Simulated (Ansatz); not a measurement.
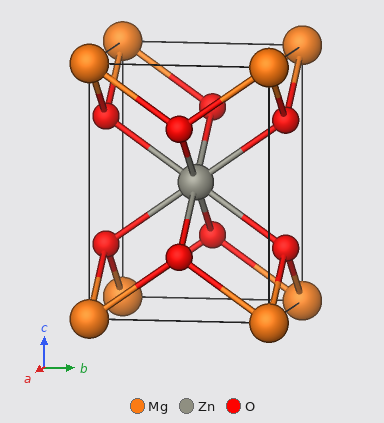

A ball-and-stick rendering, viewed slightly off an axis. The outline marks the simulation cell.

```
CELL_PARAMETERS angstrom
3.54076 0.00000 0.00000
0.00000 3.54076 0.00000
0.00000 0.00000 4.98910
ATOMIC_POSITIONS crystal
Mg 0.00000 0.00000 0.00000
Zn 0.50000 0.50000 0.50000
O 0.50000 0.00000 0.75060
O 0.00000 0.50000 0.24940
O 0.50000 0.00000 0.24940
O 0.00000 0.50000 0.75060
```

Level of theory and settings: DFT PBE, scalar-relativistic, plane waves, PAW in Ansatz, an energy cutoff of 420 eV, k-mesh 10×10×8, Gaussian smearing of 0.1 eV, collinear spins. The state is ferromagnetic.

Question: How charged are the atoms, by the Bader scheme?

Answer: Mg +1.74 e; Zn +1.40 e; O -0.79 e.

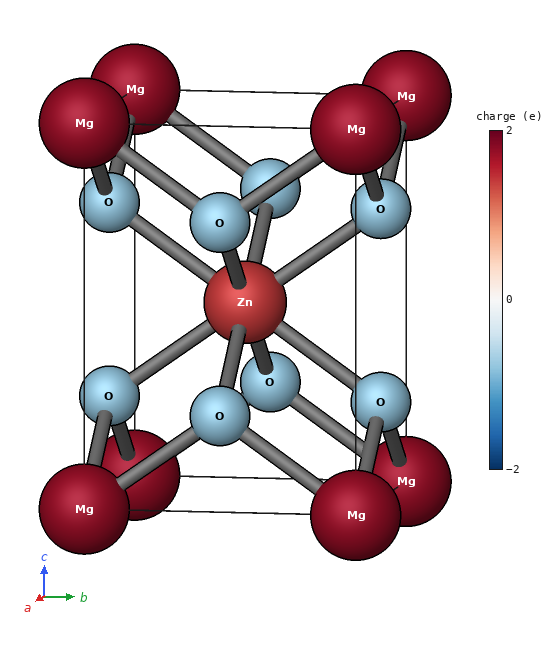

The atoms coloured by those charges.

Origin of the cell: a structure type filled with these elements by a generator (whether the compound takes this form wasn't checked). Earlier steps of the study, as a rule a relaxation of our own, may have changed the cell and positions, so they can lie some per cent off the listed ones. It was the input of a calculation with Ansatz.
